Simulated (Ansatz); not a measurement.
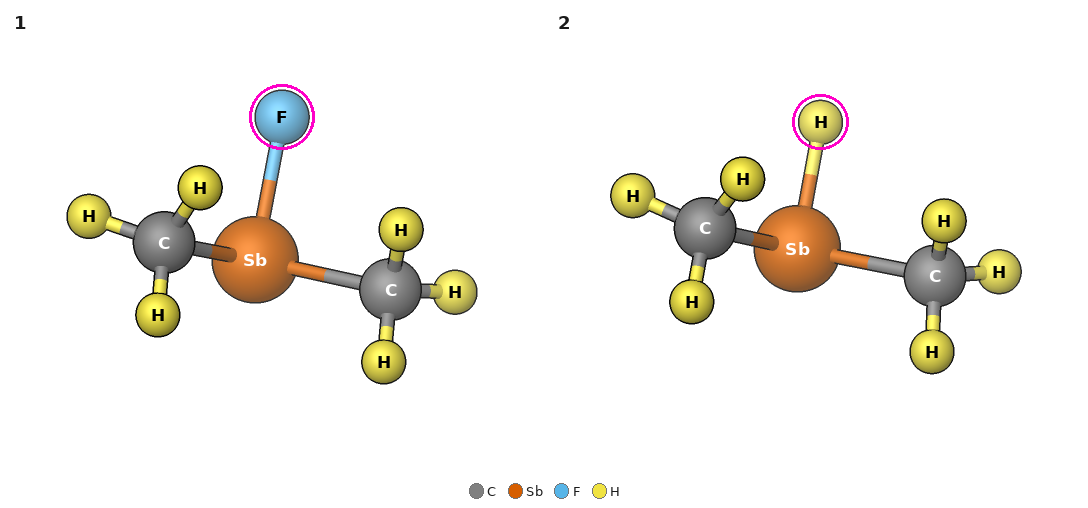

2 molecules with one skeleton, seen from the same side and at one scale; the atom that differs is circled. Charge 0, singlet. Computed geometries: PBE0-D4/def2-TZVP optimisations, one conformation each. Properties computed with Ansatz 0.2.0. Elements past Kr carry core potentials.

One atom differs, called X below: F in panel 1, H in panel 2. Their formulas are C2H6FSb (`[CH3][Sb]([CH3])[F]`), C2H7Sb (`[CH3][SbH][CH3]`).

> In which is the harmonic X–Sb stretching wavenumber higher (PBE0-D4/def2-TZVP)?

In panel 2 (X = H).

> In which is the HOMO energy (Kohn–Sham orbital) higher (ωB97M-V/def2-TZVPP)?

In panel 2 (X = H).

Give the values. With PBE0-D4/def2-TZVP: length of X–Sb (Å), mean angle C–Sb–X (°), harmonic X–Sb stretching wavenumber (cm⁻¹). With ωB97M-V/def2-TZVPP: dipole moment (D), HOMO energy (Kohn–Sham orbital) (eV), HOMO–LUMO gap (eV).

| quantity | 1 (F) | 2 (H) | 2 − 1 |
| --- | --- | --- | --- |
| length of X–Sb (Å) | 1.931 | 1.715 | −0.216 |
| mean angle C–Sb–X (°) | 93.8 | 93.8 | 0.0 |
| dipole moment (D) | 2.71 | 0.69 | −2.02 |
| HOMO energy (Kohn–Sham orbital) (eV) | −9.15 | −8.77 | +0.38 |
| HOMO–LUMO gap (eV) | 10.02 | 10.28 | +0.26 |
| harmonic X–Sb stretching wavenumber (cm⁻¹) | 595 | 1934 | +1339 |
